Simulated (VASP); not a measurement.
# GaN with AM05: from relaxation to properties

Aim: relax GaN with AM05, compute its properties on that cell and hold them against experiment. The steps: relaxing cell and atoms (AM05), second relaxation, single point with fields (AM05), band structure (AM05), density of states (AM05), vibrations at Γ (AM05), elastic constants (AM05), optical spectrum (AM05), core levels (AM05), band structure (AM05 + SOC), band structure (HSE06) and band structure (TB-mBJ). The start is a cell from a database of measured crystal structures.

Method: AM05; plane waves and PAW (Ga_d, N), in the first sound run; inputs show where later runs differ, in VASP 6.6.1.

The experiments to compare with:

“Vacancy defect in bulk and at (10overline10) surface of GaN: A combined first-principles theoretical and experimental analysis” (2017, arxiv:1710.05670) quotes from earlier work for GaN, wurtzite (bulk w-GaN, literature): lattice constant a (a, Expt. column of Table I) 3.189 Å; lattice constant c (c, Expt. column of Table I) 5.186 Å.

For GaN, wurtzite (bulk crystal), “Studying electronic properties in GaN without electrical contacts using γ-γ vs e−-γ Perturbed Angular Correlations” (2019, pmc:6823545) quotes earlier work: band gap (direct gap at Gamma, earlier experiment) 3.503 ± 0.005 eV [Cited literature value; temperature and sample not stated].

For GaN, wurtzite (literature value used as model input), “Temperature dependent photon emission spectra of free excitons in phonon field of GaN” (2005, arxiv:cond-mat/0501724) quotes earlier work: static dielectric constant (low-frequency dielectric constant, quoted measured value) 8.9 [literature value used as a model input; the paper later calls it measured; direction and …].

For GaN, wurtzite ((0001) GaN substrate, no acoustic wave, 300 K), “Optical phonon modulation in semiconductors by surface acoustic waves” (2016, arxiv:1601.01883) gives, by Raman backscattering, 473 nm excitation: Raman mode (E2(high)) 570 cm⁻¹.

The database entry behind the starting cell differs from later determinations by our own check (thin film, about 0.3 % long), so it need not match the best structure at ambient conditions.

**1. The starting structure**

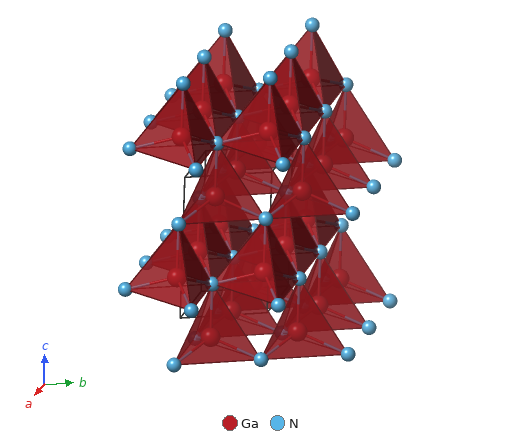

Start, viewed slightly off an axis; gallium red, nitrogen blue. 3×2×2 cells are drawn. Some periodic images of atoms are drawn too.

**2. Relaxing cell and atoms (AM05)**

The start need not lie at this functional's minimum. ISIF = 3 frees volume, shape and positions, and EDIFFG sets the threshold on forces and stress at which the search stops. AM05 is built from the electron gas and the surface model, and does well on lattice constants.

Input file INCAR:

```
SYSTEM = GaN
PREC = Accurate
ENCUT = 520
EDIFF = 1E-06
NELM = 100
ISMEAR = 0
SIGMA = 0.05
LREAL = .FALSE.
ALGO = Normal
GGA = AM
NBANDS = 24
LORBIT = 11
LWAVE = .FALSE.
LCHARG = .FALSE.
KPAR = 4
IBRION = 2
NSW = 60
ISIF = 3
EDIFFG = -0.01
```

Input file POSCAR:

```
GaN
1.0
    3.1972000000      0.0000000000      0.0000000000
   -1.5986000000      2.7688564210      0.0000000000
    0.0000000000      0.0000000000      5.2070000000
Ga N
2 2
Direct
    0.6666666667      0.3333333333      0.5912000000
    0.3333333333      0.6666666667      0.0912000000
    0.6666666667      0.3333333333      0.9688000000
    0.3333333333      0.6666666667      0.4688000000
```

Input file KPOINTS:

```
Automatic mesh
0
Gamma
8 8 5
0 0 0
```

PAW data sets: Ga_d and N (PBE family, release 64).

The run is started by

```
> mpirun -np 4 vasp_std
```

The program printed:

```text
[banner, memory and clock lines left out]
running    4 mpi-ranks, on    1 nodes
 distrk:  each k-point on    1 cores,    4 groups
 distr:  one band on    1 cores,    1 groups

 POSCAR found type information on POSCAR GaN
 POSCAR found :  2 types and       4 ions
|                                                                             |
|               ----> ADVICE to this user running VASP <----                  |
|                                                                             |
|     You enforced a specific xc type in the INCAR file but a different       |
|     [... a line on the potential file left out ...]
|     I HOPE YOU KNOW WHAT YOU ARE DOING!                                     |
|                                                                             |

 LDA part: xc-table for (Slater+PW92), standard interpolation
 POSCAR, INCAR and KPOINTS ok, starting setup
 FFT: planning ... GRIDC
 FFT: planning ... GRID_SOFT
 FFT: planning ... GRID
 WAVECAR not read
 entering main loop
       N       E                     dE             d eps       ncg     rms          rms(c)
DAV:   1     0.262161956464E+03    0.26216E+03   -0.18245E+04  1608   0.280E+03
DAV:   2     0.149346156748E+01   -0.26067E+03   -0.24883E+03  1632   0.495E+02
DAV:   3    -0.280015023152E+02   -0.29495E+02   -0.29264E+02  1688   0.139E+02
DAV:   4    -0.288592454363E+02   -0.85774E+00   -0.85651E+00  1848   0.265E+01
DAV:   5    -0.288762806747E+02   -0.17035E-01   -0.17029E-01  1704   0.330E+00    0.101E+01
DAV:   6    -0.253371519456E+02    0.35391E+01   -0.10776E+01  2480   0.509E+01    0.313E+00
DAV:   7    -0.254115653791E+02   -0.74413E-01   -0.13666E+00  1520   0.889E+00    0.267E+00
DAV:   8    -0.254028067978E+02    0.87586E-02   -0.22307E-01  2448   0.639E+00    0.101E+00
DAV:   9    -0.253804968538E+02    0.22310E-01   -0.84635E-02  2464   0.481E+00    0.329E-01
DAV:  10    -0.253814949522E+02   -0.99810E-03   -0.48168E-03  1680   0.648E-01    0.894E-02
DAV:  11    -0.253813137178E+02    0.18123E-03   -0.15223E-03  2248   0.712E-01    0.469E-02
DAV:  12    -0.253813299009E+02   -0.16183E-04   -0.16995E-04  1536   0.911E-02    0.530E-02
DAV:  13    -0.253813565296E+02   -0.26629E-04   -0.40451E-05  2096   0.631E-02    0.905E-02
DAV:  14    -0.253813687530E+02   -0.12223E-04   -0.80513E-04  2296   0.312E-01    0.114E-01
DAV:  15    -0.253813498031E+02    0.18950E-04   -0.69086E-05  1536   0.614E-02    0.849E-02
DAV:  16    -0.253813370236E+02    0.12779E-04   -0.12785E-05  1840   0.308E-02    0.638E-02
DAV:  17    -0.253813265216E+02    0.10502E-04   -0.17463E-05  1848   0.403E-02    0.331E-02
DAV:  18    -0.253813231799E+02    0.33417E-05   -0.17301E-05  1960   0.354E-02    0.661E-03
DAV:  19    -0.253813233411E+02   -0.16126E-06   -0.22870E-06  1104   0.106E-02
   1 F= -.25381323E+02 E0= -.25381323E+02  d E =-.253813E+02
 curvature:   0.00 expect dE= 0.000E+00 dE for cont linesearch  0.000E+00
 trial: gam= 0.00000 g(F)=  0.377E-03 g(S)=  0.263E-01 ort = 0.000E+00 (trialstep = 0.100E+01)
 search vector abs. value=  0.267E-01
 bond charge predicted
       N       E                     dE             d eps       ncg     rms          rms(c)
DAV:   1    -0.256525410540E+02   -0.27122E+00   -0.38080E+00  1776   0.420E+01    0.322E+00
DAV:   2    -0.254454002445E+02    0.20714E+00   -0.50887E-01  1928   0.177E+01    0.151E+00
DAV:   3    -0.253882543018E+02    0.57146E-01   -0.10139E-01  2272   0.686E+00    0.331E-01
DAV:   4    -0.253863078331E+02    0.19465E-02   -0.16002E-02  1448   0.107E+00    0.253E-01
DAV:   5    -0.253835172848E+02    0.27905E-02   -0.19159E-03  2200   0.403E-01    0.106E-01
DAV:   6    -0.253827703513E+02    0.74693E-03   -0.82309E-04  1888   0.309E-01    0.103E-02
DAV:   7    -0.253827710320E+02   -0.68060E-06   -0.34189E-05  1528   0.518E-02    0.118E-02
DAV:   8    -0.253827706838E+02    0.34814E-06   -0.50294E-06  1680   0.273E-02
   2 F= -.25382771E+02 E0= -.25382771E+02  d E =-.144734E-02
[...]
3 F= -.25388433E+02 E0= -.25388433E+02  d E =-.711007E-02
[...]
4 F= -.25388469E+02 E0= -.25388469E+02  d E =-.353359E-04
 trial-energy change:   -0.000035  1 .order   -0.000035   -0.000062   -0.000007
 step:   1.0191(harm=  1.0191)  dis= 0.00092  next Energy=   -25.388468 (dE=-0.350E-04)
 bond charge predicted
       N       E                     dE             d eps       ncg     rms          rms(c)
DAV:   1    -0.253884691483E+02   -0.22871E-07   -0.16132E-04  1456   0.943E-02    0.263E-03
DAV:   2    -0.253884695562E+02   -0.40782E-06   -0.47935E-06  1752   0.205E-02
   5 F= -.25388470E+02 E0= -.25388470E+02  d E =-.361456E-04
 curvature:  -0.51 expect dE=-0.136E-04 dE for cont linesearch -0.385E-10
 trial: gam= 0.39347 g(F)=  0.510E-06 g(S)=  0.262E-04 ort = 0.720E-07 (trialstep = 0.928E+00)
 search vector abs. value=  0.374E-04
 reached required accuracy - stopping structural energy minimisation
```

The job ended after 47 s (4 MPI ranks of AMD EPYC 7R43, shared host; peak memory 0.56 GiB; 2.5 min of CPU time).

Lines that name or quote the potential files are left out of all logs, and their timing lines are given in words.

From OUTCAR (step 2):

```text
ion  position               nearest neighbor table
   1  0.667  0.333  0.591-   4 1.95   4 1.95   4 1.95   3 1.97
   2  0.333  0.667  0.091-   3 1.95   3 1.95   3 1.95   4 1.97
   3  0.667  0.333  0.969-   2 1.95   2 1.95   2 1.95   1 1.97
   4  0.333  0.667  0.469-   1 1.95   1 1.95   1 1.95   2 1.97

  LATTYP: Found a hexagonal cell.
 ALAT       =     3.1972000000
 C/A-ratio  =     1.6286125360

 Subroutine GETGRP returns: Found 12 space group operations
 (whereof  6 operations were pure point group operations)

The static configuration has the point symmetry C_3v.
 The point group associated with its full space group is C_6v.

 Found     30 irreducible k-points:

   k-points           NKPTS =     30   k-points in BZ     NKDIM =     30   number of bands    NBANDS=     24

   dimension x,y,z NGX =    24 NGY =   24 NGZ =   40
   dimension x,y,z NGXF=    48 NGYF=   48 NGZF=   80

   ENCUT  =  520.0 eV  38.22 Ry    6.18 a.u.   5.94  5.94  9.68*2*pi/ulx,y,z

   NELECT =      36.0000    total number of electrons

 k-points in reciprocal lattice and weights: Automatic mesh
   0.00000000  0.00000000  0.00000000       0.003
   0.12500000  0.00000000  0.00000000       0.019
   0.25000000  0.00000000  0.00000000       0.019
   0.37500000  0.00000000  0.00000000       0.019
   0.50000000  0.00000000  0.00000000       0.009
   0.12500000  0.12500000  0.00000000       0.019
   0.25000000  0.12500000  0.00000000       0.038
   0.37500000  0.12500000  0.00000000       0.038
   0.25000000  0.25000000  0.00000000       0.019
[...]
0.25000000  0.25000000  0.40000000       0.038
   0.37500000  0.25000000  0.40000000       0.038

 average (electrostatic) potential at core
       1 -63.0811       2 -63.0811       3 -61.9252       4 -61.9252

 E-fermi :   5.6021

 k-point     1 :       0.0000    0.0000    0.0000
  band No.  band energies     occupation
    ...
     14       4.2564      2.00000
     15       4.2564      2.00000
     16       5.2733      2.00000
     17       5.3103      2.00000
     18       5.3103      2.00000
     19       7.3255      0.00000
     20       9.5952      0.00000
     21      14.5198      0.00000
     22      15.1690      0.00000
     23      15.1690      0.00000
    ...

 k-point     2 :       0.1250    0.0000    0.0000
  band No.  band energies     occupation
    ...
     14       3.1890      2.00000
     15       3.9416      2.00000
     16       4.1644      2.00000
     17       5.1137      2.00000
     18       5.1684      2.00000
     19       8.3488      0.00000
     20      10.4572      0.00000
     21      13.9265      0.00000
     22      14.4306      0.00000
     23      15.5545      0.00000
    ...

 k-point     3 :       0.2500    0.0000    0.0000
  band No.  band energies     occupation
    ...
     14       1.2610      2.00000
     15       2.4380      2.00000
     16       3.2908      2.00000
     17       4.5885      2.00000
     18       4.8037      2.00000
     19       9.6532      0.00000
     20      11.2490      0.00000
     21      12.6750      0.00000
     22      13.8271      0.00000
     23      15.4714      0.00000
    ...

  Total       -0.0246172     -0.0246172      0.0309784      0.0000000      0.0000000      0.0000000
  in kB       -0.8696539     -0.8696539      1.0943766      0.0000000      0.0000000      0.0000000
  external PRESSURE =      -0.2149771 kB  Pullay stress =       0.0000000 kB

  energy-cutoff  :      520.00
  volume of cell :       45.35
      direct lattice vectors                 reciprocal lattice vectors
     3.180401528  0.000000000  0.000000000     0.314425707  0.181533767  0.000000000
    -1.590200764  2.754308518  0.000000000     0.000000000  0.363067534  0.000000000
     0.000000000  0.000000000  5.177355322    -0.000000000 -0.000000000  0.193148806

 POSITION                                       TOTAL-FORCE (eV/Angst)
 -----------------------------------------------------------------------------------
      1.59020      0.91810      3.06288         0.000000      0.000000     -0.001625
     -0.00000      1.83621      0.47420        -0.000000     -0.000000     -0.001625
      1.59020      0.91810      5.01380        -0.000000      0.000000      0.001625
     -0.00000      1.83621      2.42512         0.000000     -0.000000      0.001625
 -----------------------------------------------------------------------------------
    total drift:                               -0.000001     -0.000002     -0.000822

  FREE ENERGIE OF THE ION-ELECTRON SYSTEM (eV)
  ---------------------------------------------------
  free  energy   TOTEN  =       -25.3884695562 eV

  energy  without entropy=      -25.3884695562  energy(sigma->0) =      -25.38846956

 reached required accuracy - stopping structural energy minimisation

 total charge
# of ion       s       p       d       tot
------------------------------------------
    1        0.792   0.915  10.187  11.894
    2        0.792   0.915  10.187  11.894
    3        1.216   2.516   0.000   3.732
    4        1.216   2.516   0.000   3.732
--------------------------------------------------
tot          4.015   6.863  20.374  31.252

[... 3 further parts left out ...]
```

The gap is read on the k-mesh alone, so it is an upper bound where the band edges lie off the mesh. The PAW data sets were made with PBE, which is usual practice but a small mismatch for other functionals. The run keeps the 12 symmetry operations of its start, so it cannot find a distortion of lower symmetry.

The steps of the relaxation:

```csv
step,energy less that of the first step (eV),largest force (eV/Å),pressure (GPa),volume (Å³)
1,0.0000,0.0442,-2.96,46.10
2,-0.0014,0.0083,2.75,44.69
3,-0.0071,0.0185,0.02,45.35
4,-0.0071,0.0011,-0.09,45.35
5,-0.0071,0.0016,-0.02,45.35
```

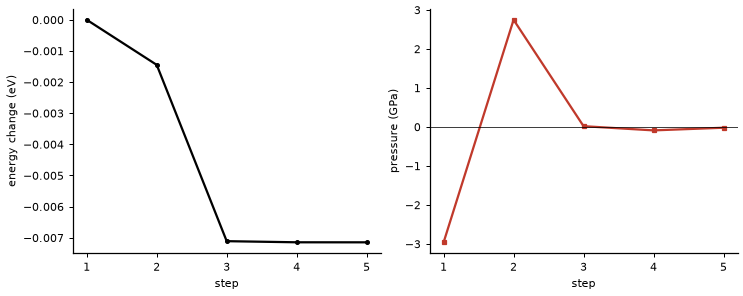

Energy and pressure along the relaxation.

```csv
"conventional cell, symmetrised",before,after,change
a (Å),3.197,3.180,-0.5 %
b (Å),3.197,3.180,-0.5 %
c (Å),5.207,5.177,-0.6 %
volume (Å³/atom),11.52,11.34,-1.6 %
```

Final coordinates:

```
Ga N
1.0
     3.18040    0.00000    0.00000
    -1.59020    2.75431    0.00000
     0.00000    0.00000    5.17736
Ga N
2 2
Direct
  0.66667 0.33333 0.59159
  0.33333 0.66667 0.09159
  0.66667 0.33333 0.96841
  0.33333 0.66667 0.46841
```

This step gave:

```
electrons                       : 36
bands                           : 24
irreducible k-points            : 30
symmetry operations             : 12
free energy (TOTEN)             : -25.39 eV
Fermi energy                    : 5.602 eV
pressure                        : -0.02150 GPa
metallic                        : no
valence top at k                : 0, 0, 0
conduction bottom at k          : 0, 0, 0
least direct gap at k           : 0, 0, 0
SCF cycles over all ionic steps : 41
gap on the k-mesh               : 2.015 eV
least direct gap on the k-mesh  : 2.015 eV
```

It ends with a largest force of 0.002 eV/Å and a pressure of -0.02 GPa. The volume lies -1.6 % from that of the database's start, which holds the thermal and zero-point expansion of its experiment.

(Part 1 of 8 ends here.)

[Lines on the potential files, build, host, timing and source positions are cut from VASP's logs without a mark.]

[Logs are printed without paths, hosts, clocks, repeated set-up lines and the standing remarks that a program may print on its own settings, such as how far it seeks lower states.]

[Hosts, paths, dates, database ids (printed as entryN), source tags and the programs' standing remarks are cut or masked in the printed files.]

[Measured values are set beside computed ones only where the two were judged alike; some that the calculation misses by far are left out.]
